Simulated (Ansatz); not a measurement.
The calculation's input:

```
crystal:
  periodic: [false, false, false]
  atoms:
    - { symbol: B, position_ang: [-0.28848, 0.33081, -0.47285] }
    - { symbol: O, position_ang: [0.16888, -0.65658, 0.23307] }
    - { symbol: Te, position_ang: [1.13175, -1.17528, 1.86754] }
    - { symbol: H, position_ang: [-0.1676, 1.46129, -0.15824] }
    - { symbol: H, position_ang: [-0.84455, 0.03976, -1.46952] }
magnetization:
  spin_polarized: true
  initial_magnetization: 1
basis:
  gaussian: { orbitals: def2-SVP }
hamiltonian:
  xc: pbe
relax:
  f_tol: 0.02
  max_steps: 40
output:
  orbitals: {}
```

Run with:

```sh
ansatz run input.yaml --threads 1 --pin off --max-ram 2048MiB --backend cpu --events-out ev --progress --plain --runs-dir out
```

The fields are those of the relaxed geometry.

Core potentials replace the inner electrons of Te.

Level of theory: Ansatz 0.2.0, UKS PBE/def2-SVP.

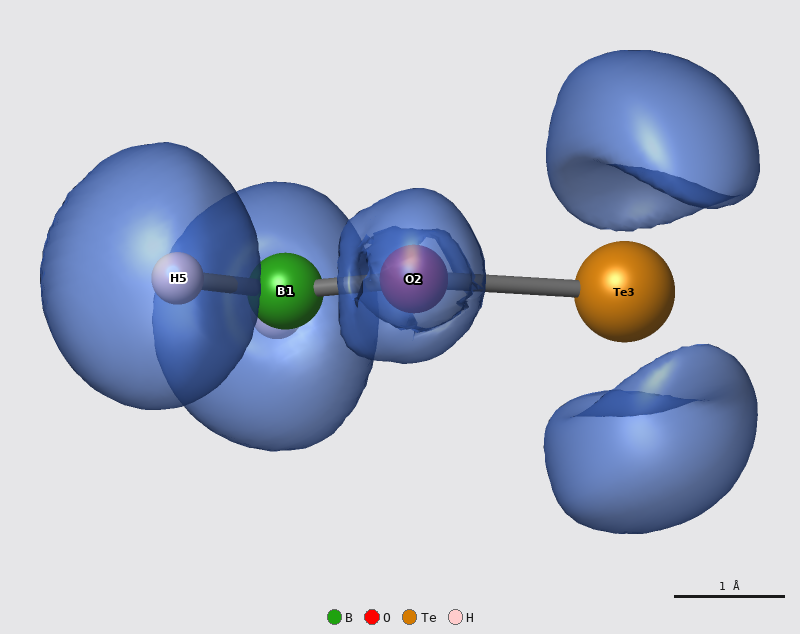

BH$_{2}$OTe (doublet). Isosurface of the ELF at 0.8 (blue), seen from one side. Only the valence region is drawn (cores and ρ < 0.01 e/Å³ removed).

### Describe the localisation domains.

The ELF exceeds this value in two regions around hydrogen nuclei, one region on O in which the atom's valence shell and bonds are merged and two lobes on Te, pointing away from the bonds (non-bonding electrons). Along the contacts the grid gives the following. B–O (1.35 Å): the ELF peaks at about 0.90 between the atoms (a shared but strongly polarised pair). Te–O (2.04 Å): the ELF peaks at about 0.85 between the atoms (a polar covalent bond).
